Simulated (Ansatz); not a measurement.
CuNi2O3

Input

```
crystal:
  lattice:
    - [2.9393142992, 0.0, 0.0]
    - [-1.4696571496, 2.5455208528, 0.0]
    - [0.0, 0.0, 7.2994367327]
  atoms:
    - { symbol: Cu, position: [0.0, 0.0, 0.0], spin: -0.21 }
    - { symbol: Ni, position: [0.3333333333, 0.6666666667, 0.6666225975], spin: 1.44 }
    - { symbol: Ni, position: [0.6666666667, 0.3333333333, 0.3333774025], spin: 1.44 }
    - { symbol: O, position: [0.0, 0.0, 0.5], spin: 0.22 }
    - { symbol: O, position: [0.3333333333, 0.6666666667, 0.1825481623], spin: 0.13 }
    - { symbol: O, position: [0.6666666667, 0.3333333333, 0.8174518377], spin: 0.13 }
basis:
  ecutwfc: 420
kpoints:
  mp_grid: { grid: [12, 12, 4] }
hamiltonian:
  xc: pbe
scf:
  occupations: { method: gaussian, width: 0.1 }
output:
  forces: true
  stress: true
  eigenvalues: true
  populations: true
  write_density: true
  write_potential: true
  elf: true
  volumetric_format: npy
magnetization:
  spin_polarized: true
relax:
  adjacent_minimum: "off"
  f_tol: 0.01
  max_steps: 30
  cell: { stress_tol: 0.1, fix: [volume] }
```

Launched as:

```sh
ansatz run input.yaml --threads 1 --pin off --max-ram 2560MiB --backend cpu --events-out ev --progress --plain --runs-dir out
```

Below, planes, directions and counts refer to the conventional cell (a = 2.94 Å, b = 2.94 Å, c = 7.30 Å, α = 90.00°, β = 90.00°, γ = 120.00°).

Space group P-3m1; a generated structure, not necessarily the stable one; changed on purpose from its base cell (volume × 0.97, shape and atoms relaxed); computed pressure about 6 GPa in this cell; the SCF solution may not be the lowest one; the program warned that another magnetic order may lie lower; spin-polarised.

These are results of DFT PBE, scalar-relativistic, plane waves, PAW (Ansatz 0.2.0), not measurements.

What will maps of the valence pseudo-density, electron localisation function and spin density show?

Answer. Ni–O (2.03 Å): ρ is about 0.53 e/Å³ halfway; the ELF peaks at about 0.80 in the valence shell of O, 0.6 Å from its nucleus, and is about 0.20 at the midpoint; no localised pair shows between them.
Cu–O (2.15 Å): ρ at the midpoint is about 0.4 e/Å³; the ELF peaks at about 0.80 in the valence shell of O, 0.6 Å from its nucleus, and is about 0.15 at the midpoint (no shared electron pair shows on this line).
Ni–O (2.09 Å): ρ at the midpoint is about 0.45 e/Å³; the ELF peaks at about 0.80 in the valence shell of O, 0.6 Å from its nucleus, and is about 0.15 at the midpoint (no localised pair shows between them).
The spin density sits on Ni: +1.3 μB (×2) in one cell of 6 atoms, with smaller moments on other sites: Cu (up to −0.18 μB) and O (up to +0.20 μB): parallel moments on the main sites in this solution. The cell of the calculation (6 atoms) carries 3.0 μB of net spin moment.

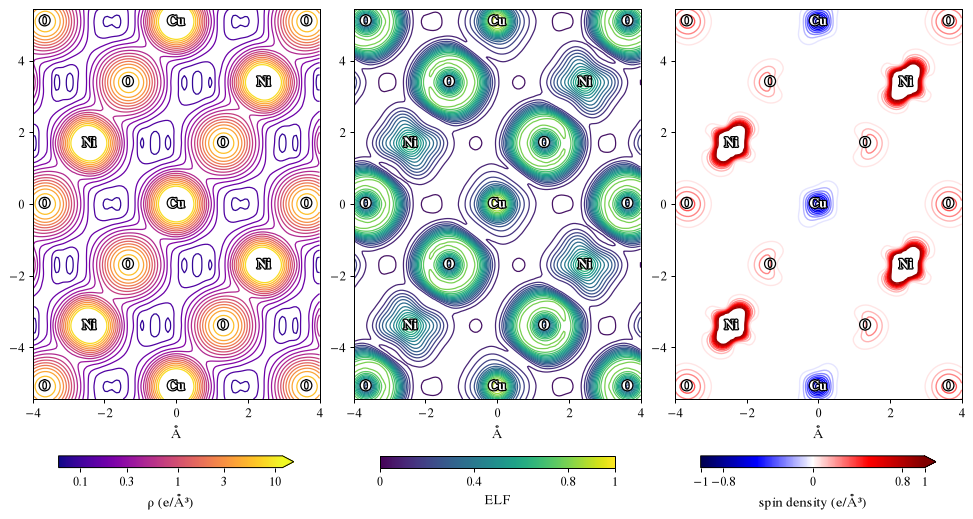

Computed valence pseudo-density, electron localisation function and spin density on the (110) plane of the conventional cell, in this order. 
